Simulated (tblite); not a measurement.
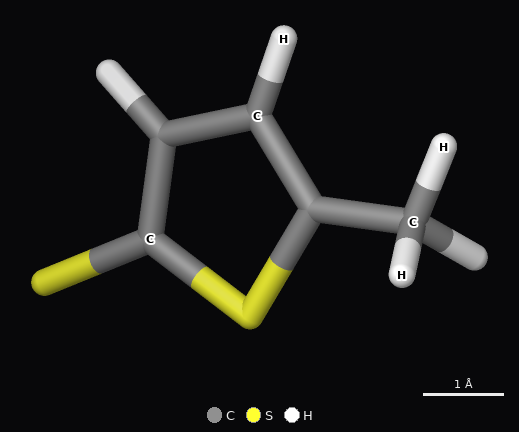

C5H5S2 (multiplicity 2), before the relaxation. A stick model, seen at a tilt.

These are results of tblite 0.8.0, GFN2-xTB geometry optimisation, gas phase, not measurements.

```xyz
12

C    -2.0060    0.3672   -0.0262
C    -0.5443    0.1949   -0.0496
C     0.2085   -0.9257    0.3111
C     1.6021   -0.6973    0.1507
C     1.8801    0.5612   -0.2878
S     3.4693    1.0713   -0.5575
S     0.4701    1.4857   -0.5445
H    -2.2954    1.1875    0.6543
H    -2.5116   -0.5443    0.3181
H    -2.3933    0.5993   -1.0238
H    -0.2372   -1.8522    0.6508
H     2.3589   -1.4483    0.3783
```

What does the optimiser find from here?

Answer. Over 22 geometry steps the energy falls by 12.2 kJ/mol. The largest move after the best rigid fit is that of S6, 0.059 Å. By element the largest moves are S 0.059 Å, C 0.057 Å, H 0.053 Å. Some distances before and after: C5–S7 1.705 → 1.769 Å, C3–C4 1.421 → 1.391 Å, C4–C5 1.361 → 1.389 Å, C2–C3 1.397 → 1.377 Å. Bond angles that change, for instance: C4–C5–S6 121.5° → 127.9°, S6–C5–S7 126.1° → 122.3°, C5–C4–H12 124.2° → 121.5°. Cost: 0.11 s on 1 thread of Arm Neoverse V2 (shared host).

Final geometry:

```xyz
12

C    -2.0102    0.3561   -0.0196
C    -0.5360    0.2045   -0.0461
C     0.2011   -0.9060    0.3011
C     1.5748   -0.7300    0.1679
C     1.9299    0.5330   -0.2889
S     3.4668    1.1274   -0.5749
S     0.4763    1.5061   -0.5511
H    -2.2984    1.1715    0.6436
H    -2.4774   -0.5632    0.3248
H    -2.3876    0.5967   -1.0133
H    -0.2536   -1.8198    0.6418
H     2.3154   -1.4770    0.3885
```

After the run, drawn alike:

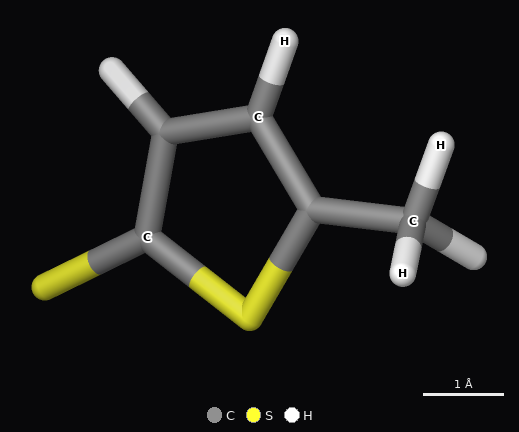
